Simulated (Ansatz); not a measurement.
**CH5AsO (SMILES OC[AsH2]): density, localisation and related maps**

The calculation's input:

```
crystal:
  periodic: [false, false, false]
  atoms:
    - { symbol: O, position_ang: [-1.3681, 0.6575, -0.4441] }
    - { symbol: C, position_ang: [-0.1466, 0.6352, 0.1182] }
    - { symbol: As, position_ang: [0.9254, -0.6969, -0.8399] }
    - { symbol: H, position_ang: [-1.7927, -0.141, -0.2307] }
    - { symbol: H, position_ang: [-0.2132, 0.3689, 1.1801] }
    - { symbol: H, position_ang: [0.3453, 1.6459, 0.0271] }
    - { symbol: H, position_ang: [0.2388, -1.8885, -0.138] }
    - { symbol: H, position_ang: [2.1032, -0.6383, 0.2716] }
basis:
  gaussian: { orbitals: def2-SVP }
hamiltonian:
  xc: revpbe
  dispersion: d4
relax:
  f_tol: 0.015
  max_steps: 40
output:
  orbitals: {}
```

Command:

```sh
ansatz run input.yaml --threads 1 --pin off --max-ram 2048MiB --backend cpu --events-out ev --progress --plain --runs-dir out
```

The fields are those of the relaxed geometry.

Level of theory: RKS revPBE-D4/def2-SVP in Ansatz.

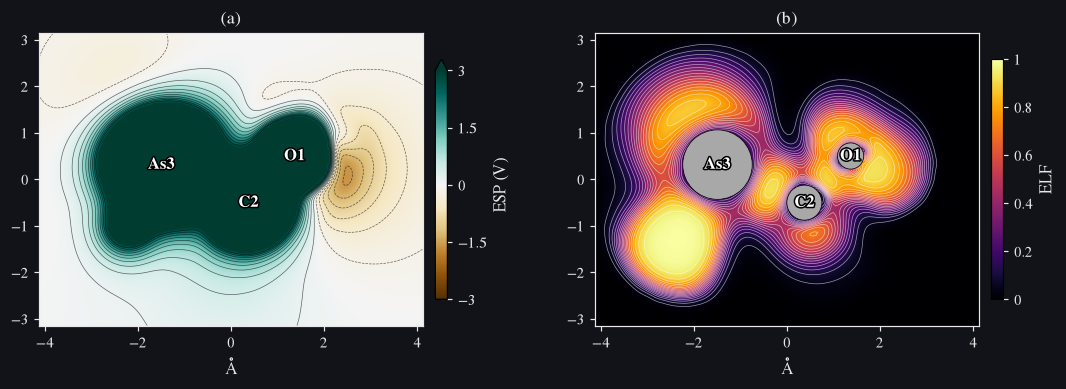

Figure 1. (a) electrostatic potential; (b) electron localisation function on the plane of atoms O1, C2 and As3. Grey discs cover the atomic cores in the ELF map.

Q: What do the fields say about this system?

A: The section cuts through O, C and As sites. C–O (1.41 Å): the ELF peaks at about 0.90 between the atoms (a shared but strongly polarised pair). C–As (2.04 Å): the ELF peaks at about 0.90 between the atoms: a shared electron pair. The ELF also peaks beside O1 and As3, away from the bonds: lone-pair regions. Outside the dense part of the molecule the potential is most negative (−1.6 V) near O1.

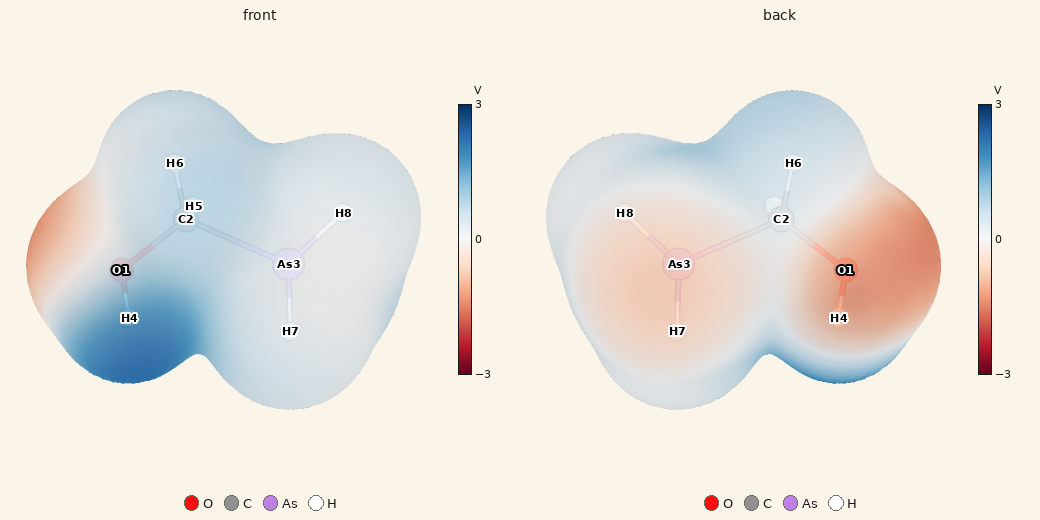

Figure 2. The electrostatic potential painted on the density surface at 0.002 e/bohr³, seen from the front and from behind; red is negative and blue positive.

Q: Describe the electrostatic potential map.

A: The most negative region (about −1.4 V, or −32 kcal/mol for a unit charge) lies over O1, the most positive (about +2.3 V, or +53 kcal/mol for a unit charge) over H4. O1 is the likeliest acceptor of a hydrogen bond.

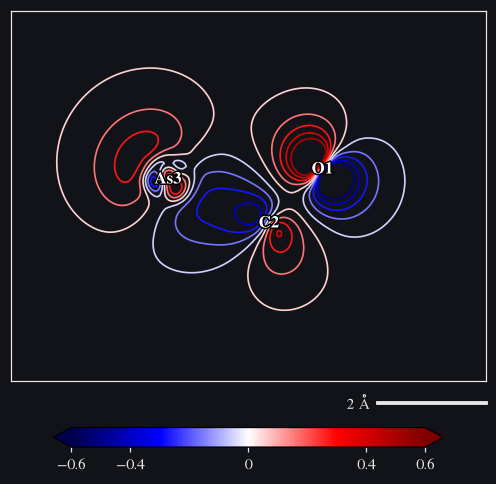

Figure 3. One frontier orbital on the plane of atoms O1, C2 and As3 (values in Å⁻³ᐟ²; the overall sign is arbitrary).

Q: Which orbital is it: HOMO or LUMO?

A: The HOMO, at −5.63 eV. Its weight (Hirshfeld) is mainly on O1 (about 35 %), As3 (about 35 %) and C2 (about 15 %).
